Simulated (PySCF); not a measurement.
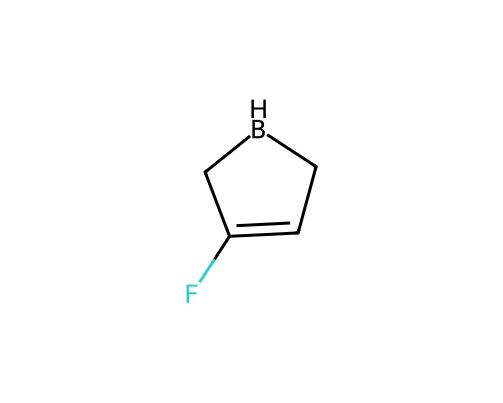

Computed geometry: GFN2-xTB optimisation. No frequency run is at hand to confirm it as a minimum. Properties computed with ωB97X-D/def2-SVPD, gas phase (PySCF 2.14.0). Excitations: vertical, linear response.

Computed properties:

The species is C4H6BF (`FC1=CCBC1`).
- dipole moment: 1.69 D
- HOMO energy (Kohn–Sham orbital): −8.83 eV
- LUMO energy (Kohn–Sham orbital): 0.68 eV
- HOMO–LUMO gap: 9.51 eV
- mean static polarisability: 57.1 bohr³
- lowest vertical singlet excitation: 5.00 eV
- its oscillator strength: 0.001
- brightest of the 8 lowest singlets: 7.34 eV
- its oscillator strength: 0.25

The geometry is semi-empirical. Around B such bond lengths and angles can be off by a tenth of an ångström or more and by several degrees, and values that hang on the shape move with them.
